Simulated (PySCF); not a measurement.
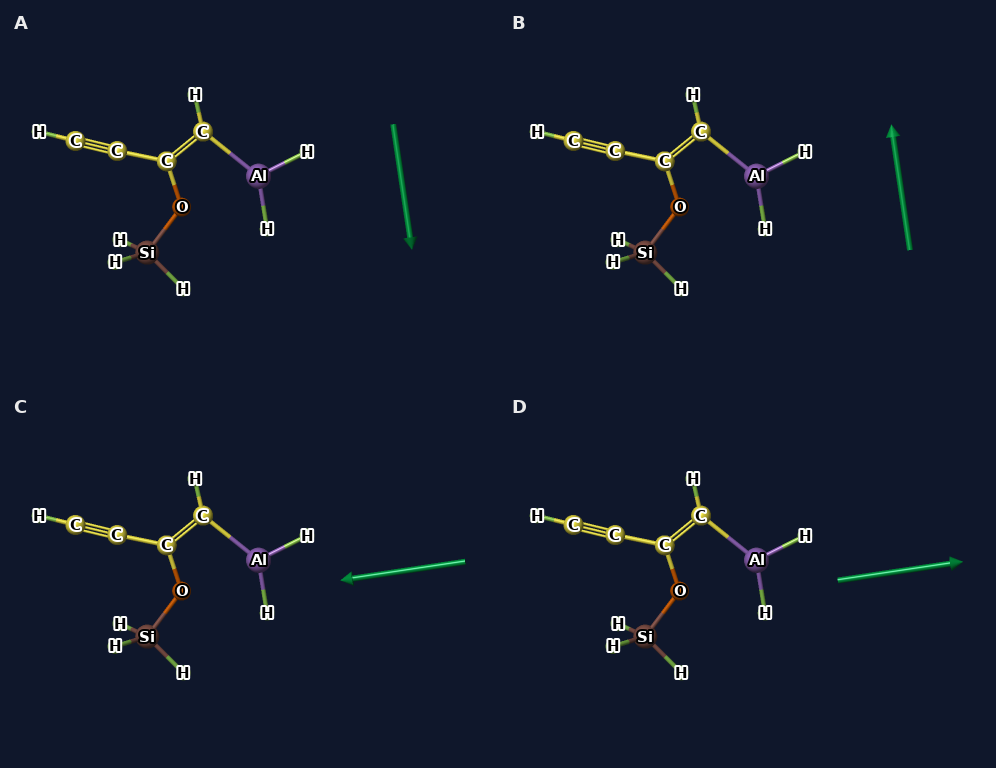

The same molecule four times, each with an arrow. Computed geometry: GFN2-xTB optimisation. No frequency run is at hand to confirm it as a minimum. Properties computed with B3LYP/def2-SVPD, gas phase (PySCF 2.14.0).

### Which arrow points along the dipole moment, from the negative to the positive end?

C. The dipole moment is 3.43 D.

The geometry is semi-empirical. Around Al, Si such bond lengths and angles can be off by a tenth of an ångström or more and by several degrees, and values that hang on the shape move with them.
